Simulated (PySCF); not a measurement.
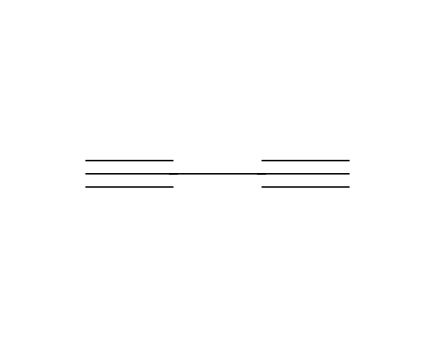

Write the SMILES.

Answer. C#CC#C

What is the molecular formula?

Answer. C4H2.

An optimisation with PBE0-D3(BJ)/def2-TZVP gave a structure of which point group?

Answer. D∞h.

The parts below concern this one geometry. Atoms keep their numbers from picture to picture. The computed structure is the end point of a PBE0-D3(BJ)/def2-TZVP optimisation. No frequency run is at hand to confirm it as a minimum.

### Geometry

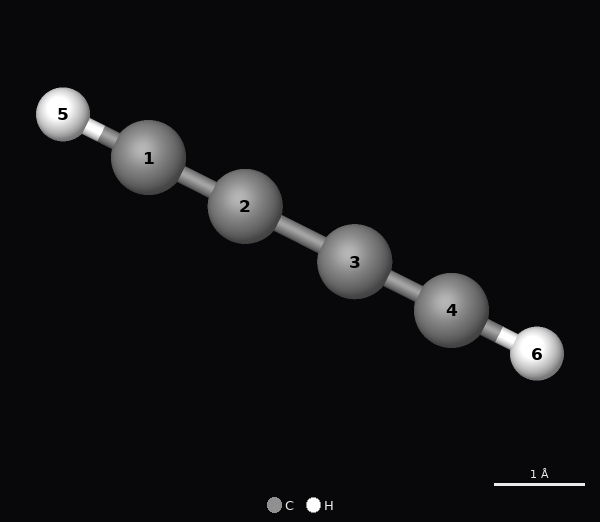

Numbered structure. No frequency run is at hand to confirm it as a minimum.

How are the neighbours of atom 1 arranged?

Answer. C1 has 2 neighbours (C2 at 1.20, H5 at 1.06 Å); the arrangement is linear.

How are the neighbours of atom 2 arranged?

Answer. C2 has 2 neighbours (C1 at 1.20, C3 at 1.36 Å); the arrangement is linear.

### Spin–spin coupling

No frequency run is at hand to confirm it as a minimum. Level of theory: B3LYP/pcJ-2 indirect spin-spin coupling, non-relativistic, gas phase (PySCF 2.14.0). Isotopes: 13C, 1H.

Give the spin–spin coupling constants of these pairs, with the number of bonds between them: C1/C2, C3/C4, C2/H5, C3/H5.

```csv
pair,bonds apart,J (Hz)
"C1, C2",1,223.3
"C3, C4",1,223.3
"C2, H5",2,57.4
"C3, H5",3,7.4
```

### Polarisability

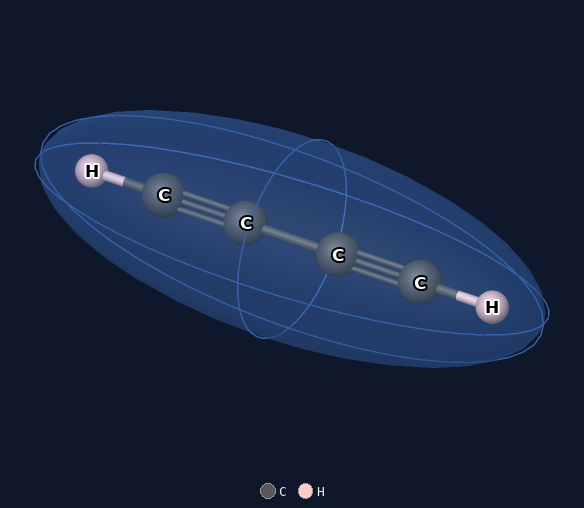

The ellipsoid shows the static dipole polarisability: its half-axes are proportional to the principal values. No frequency run is at hand to confirm it as a minimum. Computed with CAM-B3LYP/aug-cc-pVTZ (PySCF 2.14.0).

Give the principal values, the mean and the anisotropy.

Answer. Principal values 30.4, 30.4, 86.4 bohr³; mean 49.1 bohr³ (7.27 Å³); anisotropy 56.0 bohr³, so the longest axis is 2.84 times the shortest.

### Levels of theory compared

No frequency run is at hand to confirm it as a minimum. Program: PySCF 2.14.0.

Tabulate HOMO energy (eV), HOMO–LUMO gap (eV) at these levels: B3LYP/pcJ-2; B97-2/pcJ-2; CAM-B3LYP/aug-cc-pVTZ; PBE0/aug-cc-pVTZ; PBE0/pcJ-2; PBE0/pcSseg-2; ωB97X-D/aug-cc-pVTZ.

```csv
level,HOMO energy (eV),HOMO–LUMO gap (eV)
B3LYP/pcJ-2,−7.48,6.37
B97-2/pcJ-2,−7.45,6.52
CAM-B3LYP/aug-cc-pVTZ,−8.97,9.09
PBE0/aug-cc-pVTZ,−7.71,6.77
PBE0/pcJ-2,−7.71,6.81
PBE0/pcSseg-2,−7.71,6.81
ωB97X-D/aug-cc-pVTZ,−9.47,10.28
```
